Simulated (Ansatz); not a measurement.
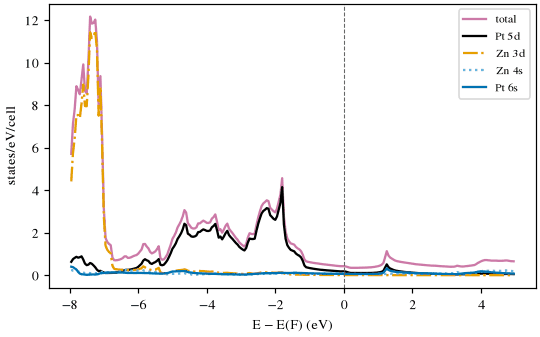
Fig. 1. Total and projected density of states of ZnPt (L1₀ or tetragonal B2, P4/mmm), the program Ansatz at the r²SCAN level (PAW)

Question: Which orbitals carry the states next to the Fermi level?

Answer: Within 0.5 eV of the Fermi level: Pt 5d 39 %, Pt 6s 16 %, Zn 4s 15 %, outside the projected shells 28 %. Projections are on Löwdin-orthogonalised atomic valence shells; empty p or d shells of many metals are not among them.

Question: Where is the tallest occupied peak in this window, and what makes it?

Answer: Near -7.4 eV, about 12 states/eV per cell; the largest projected share is Zn 3d.

The workflow started from a Materials Project entry (that database holds measured and hypothetical structures alike); the Crystallography Open Database files this formula in space group No. 123, but the cells were not matched. Whether it is the stable phase at ambient conditions was not checked. The cell was relaxed with r²SCAN under the symmetry of its start; its stability against distortions is not shown here. No spin polarisation was allowed. Scalar-relativistic: spin–orbit coupling is off unless named, which matters more the heavier the elements.

Potentials: the later of the program's two PAW sets.
